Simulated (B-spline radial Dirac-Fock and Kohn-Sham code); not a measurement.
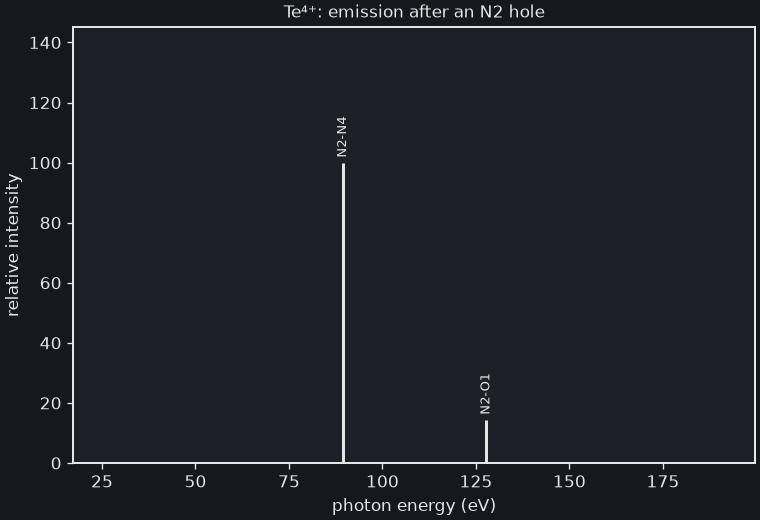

Fig. 1. X-ray emission lines that fill an N2 (4p1/2) hole, as sticks. The figure is for Te⁴⁺ in the configuration [Kr] 4d10 5s2, inside a Watson sphere of charge −4 and radius 2 Å that stands in for a crystal. Level of theory: independent-particle rates on relativistic LDA orbitals of the hole state (multipoles to L = 3), energies from Dirac–Fock ΔSCF; calculated with a B-spline radial atomic code. Widths ruled by Coster–Kronig decay come out up to twice the measured ones in this model.

The strongest line is N2-N4 at 89.33 eV with 87.4 % of the photons, then N2-O1 at 127.7 eV (13 %). The hole has a width of 16.0 eV and a fluorescence yield of 1.61 × 10⁻⁵.
